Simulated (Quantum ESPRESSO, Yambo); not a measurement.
# KI (Fm-3m): Bethe-Salpeter spectra with Yambo, part 2 of 3

How far does the k mesh set the exciton binding of KI (Fm-3m)?

Quantum ESPRESSO 7.5 and Yambo 5.3.0; PBE and many-body steps on it, plane waves. Known limits of the many-body steps: not at the basis limit; no spin-orbit coupling in some runs; bindings not settled in the k mesh.

So far. Step 4 (Screening and self-energy, 4×4×4 mesh, 147 bands …): The gap on the mesh goes from 3.97 eV to 6.02 eV, a correction of +2.06 eV. Step 5 (Empty states on the mesh, 4×4×4 mesh, 66 bands): On this mesh the gap is 3.643 eV.

## (7) Excitons

Light makes an electron and a hole together. The Bethe-Salpeter equation adds their screened attraction and their exchange, in a window of bands around the gap.

This step: Bethe-Salpeter equation on PBE with a scissors shift with spin-orbit coupling, plane waves, norm-conserving pseudopotentials.

Input file bse3.in:

```
optics
bss
bse
em1s
dipoles
rim_cut
RandQpts= 1000000
RandGvec= 1 RL
Chimod= "HARTREE"
BSKmod= "SEX"
BSEmod= "resonant"
BSSmod= "d"
BSENGexx= 20 Ry
BSENGBlk= 4 Ry
% BSEQptR
 1 | 1 |
%
% BSEBands
 21 | 28 |
%
% BEnRange
 0 | 8 | eV
%
% BDmRange
 0.1 | 0.1 | eV
%
BEnSteps= 161
% BLongDir
 1 | 0 | 0 |
%
% BndsRnXs
 13 | 66 |
%
NGsBlkXs= 4 Ry
% LongDrXs
 1 | 1 | 1 |
%
% KfnQP_E
 2.057 | 1.0 | 1.0 |
%
WRbsWF
FFTGvecs= 34 Ry
```

The run is started by

```console
> OMP_NUM_THREADS=2 mpirun -n 2 yambo -F bse3.in -J bse3 -C bse3 > bse3.log
```

What it wrote:

```text
 Yambo, version 5.3.0

 [02] CORE Variables Setup
 =========================

  [... cell, symmetries and grids as in the set-up ...]

  [02.05] Energies & Occupations
  ==============================

  [X] === General ===
  [X] Electronic Temperature                        :  0.000000  0.000000 [eV K]
  [X] Bosonic    Temperature                        :  0.000000  0.000000 [eV K]
  [X] Finite Temperature mode                       : no
  [X] El. density                                   :  0.29485E+24 [cm-3]
  [X] Fermi Level                                   :  2.769083 [eV]

  [X] === Gaps and Widths ===
  [X] Conduction Band Min                           :  3.642951 [eV]
  [X] Valence Band Max                              :  0.000000 [eV]
  [X] Filled Bands                                  :  26
  [X] Empty Bands                                   :   27   66
  [X] Direct Gap                                    :  3.642951 [eV]
  [X] Direct Gap localized at k                     :  1
  [X] Indirect Gap                                  :  3.642951 [eV]
  [X] Indirect Gap between kpts                     :  1  1
  [X] Last valence band width                       :  0.691856 [eV]
  [X] 1st conduction band width                     :  2.444263 [eV]

 [03] Transferred momenta grid and indexing
 ==========================================

 [BZ sampling] Q-grid is User defined and/or read from the database

 IBZ Q-points                                      :   8
 BZ  Q-points                                      :   64

 K/Q-points units:
 rlu = crystal or reduced units; cc = cartesian coordinates; iku = interal k-units

 Q [1]          [rlu]:  0.000000  0.000000  0.000000
 Q [2]          [rlu]: -0.66843E-18 -0.66843E-18  0.25000
 Q [3]          [rlu]:  0.13369E-17  0.13369E-17 -0.50000
 Q [4]          [rlu]: -0.20426E-17  0.25000      0.25000
 Q [5]          [rlu]:  0.31425E-16  0.25000      0.50000
 Q [6]          [rlu]:  0.13369E-17  0.25000     -0.25000
 Q [7]          [rlu]:  0.40852E-17 -0.50000     -0.50000
 Q [8]          [rlu]:  0.250000 -0.500000 -0.250000

  [03.01] X + BSE indexes
  =======================

   [03.01.01] Sigma indexes
   ========================

 [04] Coloumb potential Random Integration (RIM)
 ===============================================

  [04.01] RIM initialization
  ==========================

  * Diagonal components only detected *

  8 x (sBL volume)        :  0.052104 [a.u.]
  sBZ random points       :  1000000
  Points outside the sBZ  :   7968281
  RL volume               :  0.416836 [a.u.]
  Integrated volume       :  0.418495 [a.u.]

  [04.02] RIM integrals
  =====================

  Gamma point sphere radius             :  0.067750 [a.u.]
  Points outside the sphere             :   800476
  [Int_sBZ(q=0) 1/q^2]*(Vol_sBZ)^(-1/3) =:  7.776341
                                 should be <:  7.795600

  Summary of Coulomb integrals for non-metallic bands |Q|[au] RIM/Bare

  Q [1] 0.100000E-4 0.997530 * Q [2] 0.203768 1.068480
  Q [4] 0.235291 1.066792 * Q [6] 0.332752 1.029814
  Q [5] 0.390186 1.022655 * Q [3] 0.407536 1.020683
  Q [7] 0.470582 1.017590 * Q [8] 0.526126 1.014612

 [05] External/Internal QP corrections
 =====================================

 [QP_apply] Action to be applied: USER defined scissor

  [05.01]  QP corrections report
  ==============================

  [K+QP] === General ===
  [K+QP] Electronic Temperature                     :  0.000000  0.000000 [eV K]
  [K+QP] Bosonic    Temperature                     :  0.000000  0.000000 [eV K]
  [K+QP] Finite Temperature mode                    : no
  [K+QP] El. density                                :  0.29485E+24 [cm-3]
  [K+QP] Fermi Level                                :  0.000000 [eV]

  [K+QP] === Gaps and Widths ===
  [K+QP] Conduction Band Min                        :  5.699951 [eV]
  [K+QP] Valence Band Max                           :  0.000000 [eV]
  [K+QP] Filled Bands                               :  26
  [K+QP] Empty Bands                                :   27   66
  [K+QP] Direct Gap                                 :  5.699951 [eV]
  [K+QP] Direct Gap localized at k                  :  1
  [K+QP] Indirect Gap                               :  5.699951 [eV]
  [K+QP] Indirect Gap between kpts                  :  1  1
  [K+QP] Last valence band width                    :  0.691856 [eV]
  [K+QP] 1st conduction band width                  :  2.444263 [eV]

  [coarse-grid] Minimum Bare Gap        [ev]:  3.642951
  [coarse-grid] Minimum Gap Correction  [ev]:  2.057000

  Eqp @ K [1]
  -44.05977 -44.05977 -44.05977 -44.05977 -42.34802 -42.34802 -42.34802 -42.34802
  -42.34616 -42.34616 -28.81599 -28.81599 -12.48236 -12.48236 -12.21660 -12.21660
   -12.2166     -12.2166     -10.8073     -10.8073     -1.02369     -1.02369    -0.124965E-5 -0.666800E-6
  -0.399998E-6   0.00000      5.69995      5.69995      8.23698      8.23698      8.23698      8.23698
    8.25288   8.25288   8.96337   8.96337   8.96337   8.96337  11.56201  11.56201
   14.47201  14.47201  14.56047  14.56047  14.56047  14.56047  14.71876  14.71876
[...]
Eqp @ K [2]
[...]
Eqp @ K [3]
[...]
Eqp @ K [4]
[...]
Eqp @ K [5]
[...]
[... 2 further k-points ...]
  Eqp @ K [8]
[...]
9.92928   9.92928  10.57727  10.57727  11.33764  11.33764  11.68093  11.68093
   12.05324  12.05324  12.15032  12.15032  13.91142  13.91142  14.30662  14.30662
   14.37695  14.37695  16.93478  16.93478  17.83872  17.83872  18.21161  18.21161

 [06] Dipoles
 ============

  [06.01] Setup: observables and procedures
  =========================================

  [WARNING] [x,Vnl] slows the Dipoles computation. To neglect it rename the ns.kb_pp file

  [WARNING] [r,Vnl^pseudo] included in position and velocity dipoles.

  [WARNING] In case H contains other non local terms, these are neglected

 [07] Static Dielectric Matrix
 =============================

 [WR./bse3//ndb.em1s]------------------------------------------------------------
  Brillouin Zone Q/K grids (IBZ/BZ)                :    8   64    8   64
  RL vectors                                       :  2085 [WF]
  Coulomb cutoff potential                         : none
  Electronic Temperature                           :  0.000000 [K]
  Bosonic    Temperature                           :  0.000000 [K]
  Static diel. fun.  energies                      : Perdew, Burke & Ernzerhof(X)+Perdew, Burke & Ernzerhof(C)
  wavefunctions                                    : Perdew, Burke & Ernzerhof(X)+Perdew, Burke & Ernzerhof(C)
  Global Gauge                                     : length
  X matrix size                                    :   89
  X band range                                     :   13   66
  X e/h energy range                               : -1.000000 -1.000000 [eV]
  X Time ordering                                  : T
  X Hxc Kernel                                     : HARTREE
  X Drude frequency                                :  0.000000  0.000000
  X poles                                          :  100.0000 [o/o]
  RL vectors in the sum                            :  2085
  [r,Vnl] included                                 : yes
  Field direction                                  :  0.577350E-5  0.577350E-5  0.577350E-5
  BZ energy Double Grid                            : no
  BZ energy DbGd points                            : 0
  BZ Q point size factor                           : -1.000000
  X Optical Averaged directions                    : none

 [08] Bethe Salpeter Equation driver
 ===================================

  [08.01] Bethe Salpeter Equation @q1
  ===================================

   [08.01.01] Transition pre-analysis @q1
   ======================================

   [08.01.02] Transition Groups build-up @q1
   =========================================

   [BSK] Transition groups (total):  16
   [BSK] Size (resonant):   768
   [BSK]         (total):   768
   [BSK] N. of matrices :  1

   [08.01.03] Loading Dipoles @q1
   ==============================

   [08.01.04] Independent Particles properties @q1
   ===============================================

   ==========================================================

   [BSE] Exchange components :   941
   [BSE] Correlation components :    89   387

    [08.01.05.01] Screened interaction header I/O
    =============================================

    [08.01.05.02] Main kernel loop
    ==============================

    [08.01.05.03] Wave-Function Phases
    ==================================

    [BSE] WF phases found       :  18.48958 [o/o]

   [08.01.06] BSE solver(s) @q1
   ============================

   [08.01.07] Diago Solver @q1
   ===========================

 [11] Game Over & Game summary
```

Wall time 19 s (2 MPI ranks of Arm Neoverse V1, shared host); peak memory 0.66 GiB; 64 s of CPU time.

Numbers from this step:

- transitions in the window: 768
- direct gap of the transition levels: 5.700 eV
- lowest state: 4.839 eV
- first strong exciton (over a fiftieth of the strongest listed): 4.859 eV
- binding of the lowest state below the direct gap: 0.8607 eV
- Coulomb term of one mesh cell: 0.8652 eV

The binding is 0.99 times the screened Coulomb term of one mesh cell (0.87 eV), so it is not shown settled.

The lowest state lies at 4.839 eV, 0.861 eV under the direct gap.

Lines within 3 meV are set at the lowest of them, and the highest group, which the list may cut short, is left out; lines within 3 meV are set at the lowest of them, and the highest group, which the list may cut short, is left out. Exciton lines, with heights relative to the strongest:

```
position (eV)  lines merged  strength, relative
        4.839             5                 0.0
        4.859             3                  43
        5.795             2                 0.0
        5.799             3                 0.0
        5.819             3                 1.6
        5.828             1                 0.0
        5.873             3                 100
```

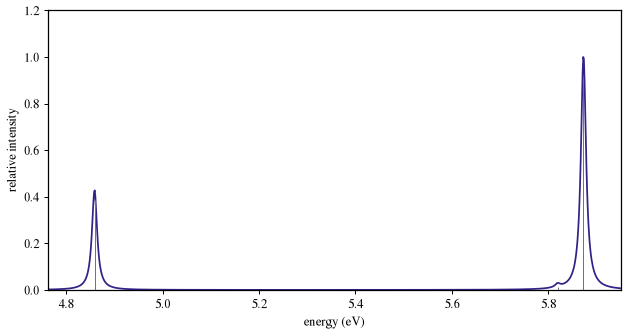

The exciton spectrum, broadened with Lorentzians of width 0.013 eV; bars mark the lines.

The ε₂ has structure finer than the step of the table below, so its rows give means over 0.5 eV, whole bins alone (the curve runs from 0 to 8 eV). Peaks (eV: height): BSE 4.85: 3.11, 5.85: 7.17, 6.55: 3.35; no electron-hole interaction 5.70: 1.08, 7.00: 3.16, 7.30: 3.24, 7.85: 5.65.

Field along x; broadening 0.1 eV; transition window only. Limits: finite bands, cutoff and mesh; exciton not shown settled in the k mesh. The ε₂ by photon energy; means over each step:

```
photon energy (eV)      BSE  no electron-hole interaction
               0.5  0.00711                       0.00436
               1.0  0.00864                       0.00506
               1.5   0.0107                       0.00595
               2.0   0.0138                       0.00710
               2.5   0.0184                       0.00865
               3.0   0.0261                        0.0108
               3.5   0.0412                        0.0139
               4.0   0.0812                        0.0189
               4.5    0.421                        0.0281
               5.0     1.44                        0.0532
               5.5    0.967                         0.417
               6.0     4.20                         0.284
               6.5     2.51                         0.371
               7.0     1.88                          2.23
               7.5     1.03                          2.75
```

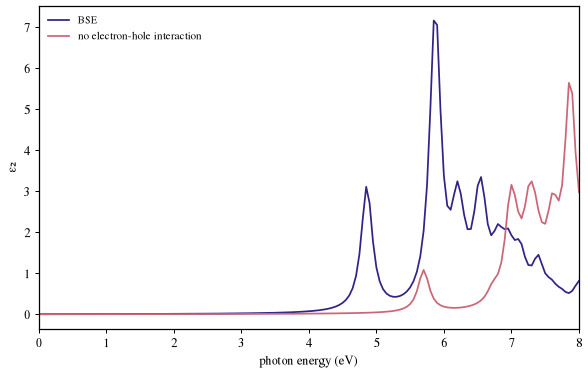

ε₂ against photon energy.

## (8) Empty states on the mesh, 6×6×6 mesh, 66 bands

This step: Quantum ESPRESSO 7.5; DFT, PBE with spin-orbit coupling, plane waves, norm-conserving pseudopotentials.

Input file pw.in:

```
&control
  calculation = 'nscf'
  prefix = 'x'
  outdir = 'o'
  pseudo_dir = 'pseudo'
/
&system
  ibrav = 0
  nat = 2
  ntyp = 2
  ecutwfc = 76.0
  nbnd = 66
  force_symmorphic = .true.
  noncolin = .true.
  lspinorb = .true.
/
&electrons
  conv_thr = 1e-9
  electron_maxstep = 80
  diago_full_acc = .true.
  diago_thr_init = 5e-6
/
ATOMIC_SPECIES
  K 39.098 K.upf
  I 126.9 I.upf
CELL_PARAMETERS angstrom
  0.0000000000 3.5327750000 3.5327750000
  3.5327750000 0.0000000000 3.5327750000
  3.5327750000 3.5327750000 -0.0000000000
ATOMIC_POSITIONS crystal
  K 0.0000000000 0.0000000000 0.0000000000
  I 0.5000000000 0.5000000000 0.5000000000
K_POINTS automatic
  6 6 6 0 0 0
```

The run is started by

```console
> OMP_NUM_THREADS=1 mpirun -n 4 pw.x -nk 4 -in pw.in > pw.out
```

What it wrote:

```text
[banner, memory and clock lines left out]
Program PWSCF v.7.5 starts

     Atomic positions and unit cell read from directory:
     o/x.save/

     Message from routine setup:
     using ibrav=0 with symmetry is DISCOURAGED, use correct ibrav instead

     G-vector sticks info

     bravais-lattice index     =            0
     lattice parameter (alat)  =       9.4413  a.u.
     unit-cell volume          =     595.0789 (a.u.)^3
     number of atoms/cell      =            2
     number of atomic types    =            2
     number of electrons       =        26.00
[...]
22.9880  22.9880

          k = 0.1179 0.1179-0.1179 (  6645 PWs)   bands (ev):

[...]
22.6405  22.6405

          k = 0.2357 0.2357-0.2357 (  6634 PWs)   bands (ev):

[...]
14.8835  14.8835  16.4954  16.4954  17.8295  17.8295  18.7301  18.7301
    18.8175  18.8175  19.8045  19.8045  19.8079  19.8079  23.3569  23.3569
    23.4544  23.4544

          k =-0.3536-0.3536 0.3536 (  6658 PWs)   bands (ev):

     [... further k-points ...]

     highest occupied, lowest unoccupied level (ev):     2.7691    6.4120

     XML data file, pseudopotentials, collected wavefunctions
```

Run time: 46 s. Hardware: 4 MPI ranks; peak memory 0.59 GiB.

Numbers from this step:

- gap: 3.643 eV
- k of the valence top: 0, 0, 0
- k of the conduction bottom: 0, 0, 0
- least direct gap: 3.643 eV
- k points computed: 16
- lowest point of the top converged band, above the valence top: 17.36 eV

On this mesh the gap is 3.643 eV.

## (9) Conversion and set-up

This step: Yambo 5.3.0; conversion and set-up on PBE with spin-orbit coupling, plane waves, norm-conserving pseudopotentials.

The run is started by

```console
> (cd o/x.save; p2y > p2y.log; mv SAVE ../..); yambo > setup.log
```

What it wrote:

```text
 Yambo, version 5.3.0

 [02] CORE Variables Setup
 =========================

  [02.01] Unit cells
  ==================

  Cell kind             :  FCC
  Atoms in the cell     :  K  I
  number of K  atoms    :  1
  number of I  atoms    :  1

  List of atomic masses
  Mass of K     :  39.09800
  Mass of I     :  126.9000

  List of atomic coordinates    : [cc]
  K1       :  0.000000  0.000000  0.000000  order 1
  I1       :  6.675977  6.675977  6.675977  order 2

  Alat factors          :  6.675977  6.675977  6.675977 [a.u.]
  Direct lattice volume :  595.0789 [a.u.]
[...]
Q [ 1]         [rlu]:  0.000000  0.000000  0.000000
 Q [ 2]         [rlu]: -0.42040E-17 -0.42040E-17  0.16667
 Q [ 3]         [rlu]: -0.84080E-17 -0.84080E-17  0.33333
[...]
Q [ 8]         [rlu]:  0.48071E-17  0.16667     -0.33333
 Q [ 9]         [rlu]:  0.84080E-17  0.16667     -0.16667
 Q [10]         [rlu]: -0.27235E-17  0.33333      0.33333
     [... 4 further rows ...]
 Q [15]         [rlu]:  0.166667  0.333333 -0.333333
 Q [16]         [rlu]:  0.166667 -0.500000 -0.333333

  [03.01] X indexes
  =================

   [03.01.01] Sigma indexes
   ========================

 [06] Game Over & Game summary
```

It took 4.8 s on 1 MPI rank; peak memory 0.26 GiB.

(Continued in part 3 of 3.)

[Paths, hosts, dates, memory and timing lines, banners, echoed tables and standing remarks are left out of the program output.]

[Logs are printed without paths, hosts, clocks, repeated set-up lines and the standing remarks that a program may print on its own settings, such as how far it seeks lower states.]

[Runs of the session that timed out or met a known fault of the program may be left out.]

[Hosts, paths, dates, database ids (printed as entryN), source tags and the programs' standing remarks are cut or masked in the printed files.]
